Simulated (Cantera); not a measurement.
Input: 1 mol Si, 6.3 mol Cl2, a varied amount of H2, at 1348 K and 85.0 Pa.

Cantera equilibrium calculation (NASA polynomials, part measured and part estimated; ideal gas, pure solids and liquids). Candidate condensed phases: Si; 19 gas species. The tables' values for SiCl3 are old estimates; treat these amounts as uncertain. Equilibrium is a limit: real reactors are often held back by kinetics, nucleation or transport.

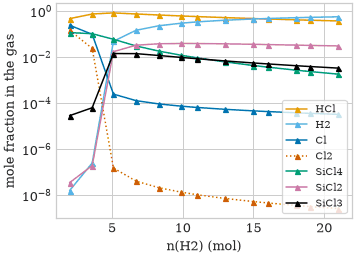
Figure: Equilibrium gas composition (values under 1e-9 drawn at 1e-9)

### Question
Read off the mole fractions at 9.9 mol H2.

### Answer
HCl about 0.63, H2 about 0.31, SiCl2 about 0.040, SiCl4 about 0.012, SiCl3 about 0.0099, Cl about 7.5e-5, Cl2 about 1.4e-8.
